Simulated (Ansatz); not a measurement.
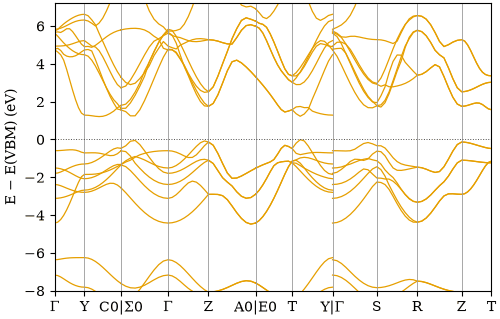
Figure. Band structure from r²SCAN+D4 in the plane-wave PAW code Ansatz

Problem. Read off the gap and where the band edges lie.

Solution. About 1.2 eV (1.21 eV by a search for the band edges); maximum on the T–Y line, 23 % of the way from T, minimum on the Σ0–Γ line, 25 % of the way from Σ0.

The material is PbSe in space group Cmcm (No. 63; Pb on 4c, Se on 4c).

The first step of the workflow began from a Materials Project structure, measured or hypothetical; the Crystallography Open Database copy checked does not list it. It is not the phase usual at ambient conditions (space group No. 225). Symmetry was held in the r²SCAN+D4 relaxation; whether a distortion lowers the energy is not shown. Scalar-relativistic: spin–orbit coupling is off unless named, which matters more the heavier the elements.

Potentials: the later of the program's two PAW sets.
